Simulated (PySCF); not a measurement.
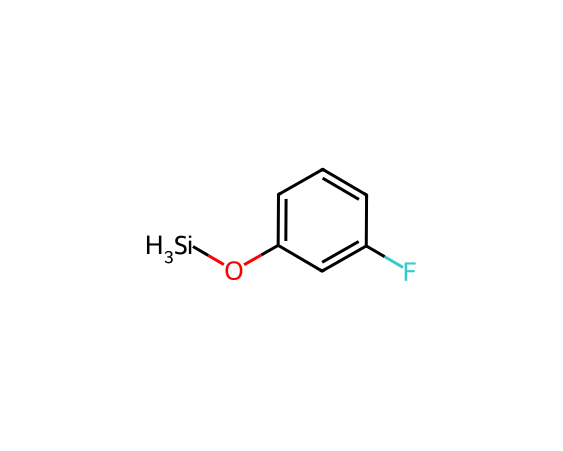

Computed geometry: GFN2-xTB optimisation. No frequency run is at hand to confirm it as a minimum. Method: B3LYP/def2-SVPD, gas phase (PySCF 2.14.0). Excitations: vertical, linear response.

**Estimate the HOMO energy (Kohn–Sham orbital).**

−6.68 eV.

**Give the HOMO–LUMO gap at this level.**

6.03 eV.

**Estimate the lowest vertical singlet excitation.**

5.19 eV.

**Estimate the mean static polarisability.**

98.5 bohr³.

The geometry is semi-empirical. Around Si such bond lengths and angles can be off by a tenth of an ångström or more and by several degrees, and values that hang on the shape move with them.
